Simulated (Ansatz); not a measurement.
**Geometry relaxation of GeH2ClF3 (part 2 of 2)**

The same run, continued: GeH2ClF3; RKS B3LYP/def2-SVP (Ansatz 0.2.0). It belongs to a series of runs on one base structure; here: end point B relaxed.

Geometry of the input (Å):
```
Ge -0.5634  0.0001  -0.4023
H  0.1674  -0.0009  2.2648
F  0.9856  0.0002  0.3314
F  -0.6045  1.3961  -1.3947
F  -0.6042  -1.3963  -1.3944
Cl -2.3187  -0.0000  0.8965
H  -0.4323  0.0008  2.6574
```

Trajectory as extended XYZ, continued
```
7
Properties=species:S:1:pos:R:3:forces:R:3 step=6 energy=-77211.28961
Ge   -0.6741   -0.0001   -0.6719   -0.0265   0.0000  -0.1182
H     0.3825    0.0002    2.8611    0.0017   0.0000  -0.0218
F     0.7690   -0.0001    0.2533   -0.0014   0.0000   0.0397
F    -0.6251    1.3759   -1.6919   -0.0070   0.0085   0.0425
F    -0.6251   -1.3760   -1.6920   -0.0069  -0.0085   0.0425
Cl   -2.4049   -0.0001    0.5420    0.0358   0.0000  -0.0154
H    -0.1923    0.0001    3.3582    0.0044   0.0000   0.0307
7
Properties=species:S:1:pos:R:3:forces:R:3 step=7 energy=-77211.29058
Ge   -0.6773   -0.0001   -0.6768   -0.0800   0.0000  -0.0502
H     0.3709    0.0002    2.8447    0.2056   0.0000  -0.2306
F     0.7512   -0.0001    0.2700    0.0244   0.0000   0.0382
F    -0.6179    1.3804   -1.6891    0.0016   0.0031   0.0145
F    -0.6180   -1.3805   -1.6891    0.0017  -0.0031   0.0145
Cl   -2.4222   -0.0001    0.5189    0.0477   0.0000  -0.0264
H    -0.1569    0.0001    3.3803   -0.2010   0.0000   0.2399
7
Properties=species:S:1:pos:R:3:forces:R:3 step=8 energy=-77211.27420 accepted=F
Ge   -0.6925   -0.0001   -0.7045   -0.1335   0.0000   0.0937
H     0.3157    0.0002    2.7961   -0.4959   0.0000   1.0816
F     0.6893   -0.0001    0.3119    0.0251   0.0000  -0.0008
F    -0.5942    1.3894   -1.7008    0.0120  -0.0313  -0.0183
F    -0.5942   -1.3895   -1.7009    0.0120   0.0313  -0.0183
Cl   -2.4782   -0.0001    0.4348    0.0771   0.0000  -0.0666
H    -0.0159    0.0001    3.5221    0.5031   0.0000  -1.0714
7
Properties=species:S:1:pos:R:3:forces:R:3 step=9 energy=-77211.29539
Ge   -0.6848   -0.0001   -0.6900   -0.1038   0.0000   0.0244
H     0.3408    0.0002    2.8201    0.0329   0.0000  -0.0674
F     0.7206   -0.0001    0.2917    0.0314   0.0000   0.0233
F    -0.6063    1.3850   -1.6940    0.0089  -0.0065  -0.0099
F    -0.6063   -1.3851   -1.6940    0.0089   0.0065  -0.0099
Cl   -2.4497   -0.0001    0.4768    0.0490   0.0000  -0.0366
H    -0.0843    0.0001    3.4481   -0.0273   0.0000   0.0761
7
Properties=species:S:1:pos:R:3:forces:R:3 step=10 energy=-77211.29816
Ge   -0.6997   -0.0001   -0.7019    0.0101   0.0000  -0.0163
H     0.3263    0.0001    2.8259   -0.0340   0.0000   0.0537
F     0.6831   -0.0001    0.3140   -0.0038   0.0000   0.0079
F    -0.5927    1.3827   -1.7066   -0.0011  -0.0019   0.0009
F    -0.5928   -1.3828   -1.7067   -0.0011   0.0019   0.0009
Cl   -2.4868   -0.0001    0.4229   -0.0089   0.0000   0.0007
H    -0.0075    0.0002    3.5112    0.0387   0.0000  -0.0479
7
Properties=species:S:1:pos:R:3:forces:R:3 step=11 energy=-77211.28935 accepted=F
Ge   -0.7160   -0.0001   -0.7227    0.0837   0.0000  -0.0020
H     0.2973    0.0001    2.8407   -0.2029   0.0001   0.8015
F     0.6359   -0.0001    0.3379   -0.0593   0.0000  -0.0359
F    -0.5777    1.3816   -1.7258   -0.0052  -0.0104   0.0158
F    -0.5777   -1.3817   -1.7258   -0.0052   0.0104   0.0158
Cl   -2.5324   -0.0001    0.3528   -0.0203   0.0000   0.0044
H     0.1005    0.0002    3.6016    0.2092  -0.0001  -0.7996
7
Properties=species:S:1:pos:R:3:forces:R:3 step=12 energy=-77211.29904
Ge   -0.7039   -0.0001   -0.7207   -0.0102   0.0000   0.0010
H     0.3122    0.0001    2.8592   -0.0187   0.0000   0.0347
F     0.6710   -0.0001    0.3056   -0.0001   0.0000   0.0090
F    -0.5932    1.3822   -1.7252    0.0040   0.0045  -0.0020
F    -0.5932   -1.3823   -1.7252    0.0041  -0.0045  -0.0020
Cl   -2.4964   -0.0001    0.3968   -0.0034   0.0000  -0.0032
H     0.0335    0.0002    3.5683    0.0243   0.0000  -0.0375
7
Properties=species:S:1:pos:R:3:forces:R:3 step=13 energy=-77211.29957
Ge   -0.7133   -0.0001   -0.7287   -0.0108   0.0000   0.0226
H     0.3068    0.0001    2.8652   -0.0484   0.0000   0.1582
F     0.6388   -0.0001    0.3282   -0.0032   0.0000  -0.0079
F    -0.5822    1.3820   -1.7311    0.0033   0.0010   0.0014
F    -0.5822   -1.3821   -1.7311    0.0033  -0.0010   0.0014
Cl   -2.5253   -0.0001    0.3579    0.0024   0.0000  -0.0150
H     0.0873    0.0002    3.5985    0.0534   0.0000  -0.1607
7
Properties=species:S:1:pos:R:3:forces:R:3 step=14 energy=-77211.30021
Ge   -0.7170   -0.0001   -0.7253   -0.0102   0.0000   0.0050
H     0.3056    0.0001    2.8582   -0.0238   0.0000   0.0937
F     0.6263   -0.0001    0.3427   -0.0053   0.0000  -0.0023
F    -0.5762    1.3821   -1.7264    0.0035   0.0013   0.0020
F    -0.5762   -1.3822   -1.7263    0.0035  -0.0013   0.0020
Cl   -2.5414   -0.0001    0.3400    0.0038   0.0000  -0.0071
H     0.1086    0.0002    3.5958    0.0285   0.0000  -0.0933
7
Properties=species:S:1:pos:R:3:forces:R:3 step=15 energy=-77211.30093
Ge   -0.7336   -0.0001   -0.7279    0.0170   0.0000   0.0097
H     0.3359    0.0001    2.8658    0.0028   0.0000  -0.0165
F     0.5763    0.0000    0.3821   -0.0206   0.0000  -0.0196
F    -0.5581    1.3827   -1.7234   -0.0064  -0.0143   0.0103
F    -0.5581   -1.3829   -1.7233   -0.0064   0.0143   0.0103
Cl   -2.5906   -0.0001    0.2806    0.0144   0.0000  -0.0165
H     0.1580    0.0002    3.6049   -0.0008   0.0000   0.0222
7
Properties=species:S:1:pos:R:3:forces:R:3 step=16 energy=-77211.30134
Ge   -0.7460   -0.0001   -0.7398    0.0240   0.0000   0.0076
H     0.3516    0.0001    2.8969   -0.0017   0.0000   0.0081
F     0.5417    0.0000    0.3969   -0.0445   0.0000  -0.0285
F    -0.5502    1.3828   -1.7316   -0.0032  -0.0173   0.0142
F    -0.5502   -1.3829   -1.7316   -0.0032   0.0173   0.0142
Cl   -2.6272   -0.0001    0.2234    0.0252   0.0000  -0.0091
H     0.2101    0.0002    3.6446    0.0034   0.0000  -0.0064
7
Properties=species:S:1:pos:R:3:forces:R:3 step=17 energy=-77211.30148
Ge   -0.7598   -0.0001   -0.7516    0.0321   0.0000   0.0270
H     0.3643    0.0001    2.9214   -0.0085   0.0000   0.0838
F     0.4973    0.0000    0.4194   -0.0486   0.0000  -0.0428
F    -0.5383    1.3829   -1.7380   -0.0054  -0.0214   0.0154
F    -0.5383   -1.3831   -1.7379   -0.0054   0.0214   0.0154
Cl   -2.6634   -0.0001    0.1670    0.0257   0.0000  -0.0155
H     0.2681    0.0002    3.6785    0.0102   0.0000  -0.0832
7
Properties=species:S:1:pos:R:3:forces:R:3 step=18 energy=-77211.30163
Ge   -0.7601   -0.0001   -0.7507    0.0284   0.0000   0.0156
H     0.3682    0.0001    2.9211   -0.0038   0.0000   0.0373
F     0.4953    0.0000    0.4215   -0.0374   0.0000  -0.0339
F    -0.5380    1.3827   -1.7368   -0.0024  -0.0157   0.0120
F    -0.5380   -1.3829   -1.7368   -0.0024   0.0157   0.0120
Cl   -2.6647   -0.0001    0.1643    0.0124   0.0000  -0.0069
H     0.2672    0.0002    3.6762    0.0052   0.0000  -0.0361
7
Properties=species:S:1:pos:R:3:forces:R:3 step=19 energy=-77211.30173
Ge   -0.7617   -0.0001   -0.7522   -0.0067   0.0000   0.0016
H     0.3734    0.0001    2.9259    0.0004   0.0000   0.0003
F     0.4883    0.0000    0.4234    0.0017   0.0000   0.0003
F    -0.5368    1.3823   -1.7373    0.0011   0.0005  -0.0002
F    -0.5368   -1.3825   -1.7373    0.0011  -0.0005  -0.0002
Cl   -2.6688   -0.0001    0.1563    0.0016   0.0000  -0.0025
H     0.2724    0.0002    3.6800    0.0007   0.0000   0.0006
7
Properties=species:S:1:pos:R:3:forces:R:3 step=20 energy=-77211.30182
Ge   -0.7699   -0.0001   -0.7576   -0.0040   0.0000   0.0010
H     0.3882    0.0001    2.9414    0.0012   0.0000  -0.0095
F     0.4637    0.0000    0.4356   -0.0059   0.0000  -0.0031
F    -0.5307    1.3822   -1.7396    0.0011  -0.0001   0.0019
F    -0.5307   -1.3823   -1.7396    0.0011   0.0001   0.0019
Cl   -2.6908   -0.0001    0.1217    0.0069   0.0000  -0.0017
H     0.3002    0.0002    3.6968   -0.0003   0.0000   0.0096
7
Properties=species:S:1:pos:R:3:forces:R:3 step=21 energy=-77211.30182
Ge   -0.7927   -0.0001   -0.7716    0.0112   0.0000   0.0280
H     0.4282    0.0001    2.9784   -0.0028   0.0000   0.0249
F     0.3910    0.0000    0.4733   -0.0438   0.0000  -0.0440
F    -0.5119    1.3820   -1.7439   -0.0053  -0.0166   0.0172
F    -0.5118   -1.3822   -1.7438   -0.0053   0.0166   0.0172
Cl   -2.7503    0.0000    0.0281    0.0433   0.0000  -0.0175
H     0.3773    0.0001    3.7383    0.0028   0.0000  -0.0256
7
Properties=species:S:1:pos:R:3:forces:R:3 step=22 energy=-77211.30194
Ge   -0.7872   -0.0001   -0.7676   -0.0022   0.0000   0.0074
H     0.4180    0.0001    2.9678   -0.0011   0.0000   0.0050
F     0.4066    0.0000    0.4656   -0.0096   0.0000  -0.0113
F    -0.5159    1.3820   -1.7417   -0.0004  -0.0025   0.0047
F    -0.5159   -1.3821   -1.7416   -0.0004   0.0025   0.0047
Cl   -2.7357    0.0000    0.0497    0.0123   0.0000  -0.0057
H     0.3599    0.0001    3.7266    0.0013   0.0000  -0.0048
```

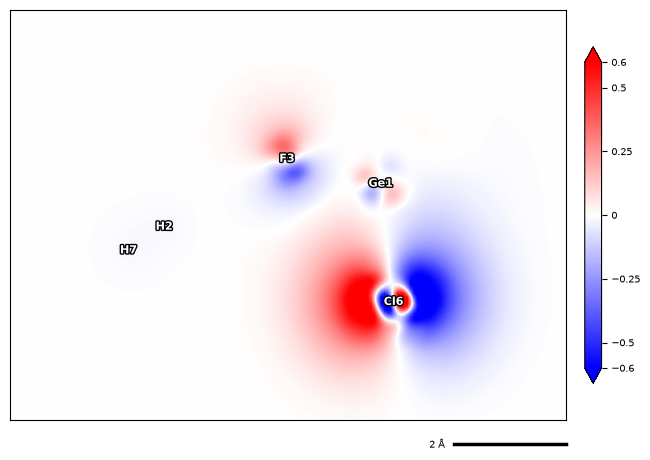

*The HOMO on the plane of atoms F3, Ge1 and Cl6 (values in Å⁻³ᐟ²; the overall sign is arbitrary).*

Its energy is −10.17 eV.

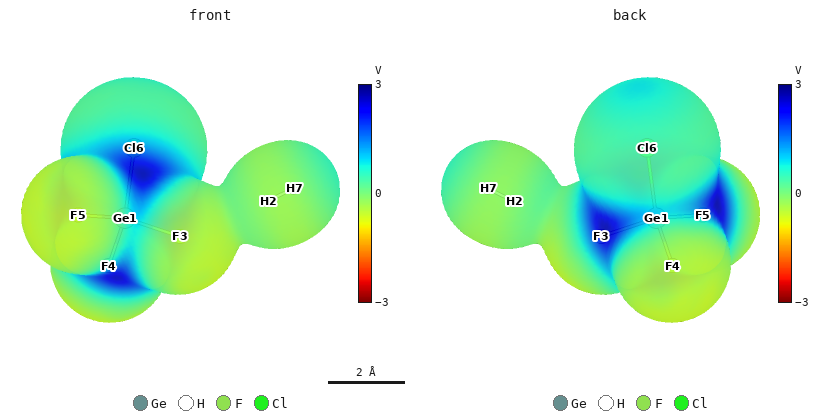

*The molecular electrostatic potential painted on the density surface at 0.002 e/bohr³, seen at a tilt and from behind; the colour scale runs from red (negative) to blue (positive).*

A positive charge is drawn to the negative regions and a negative charge to the positive ones.
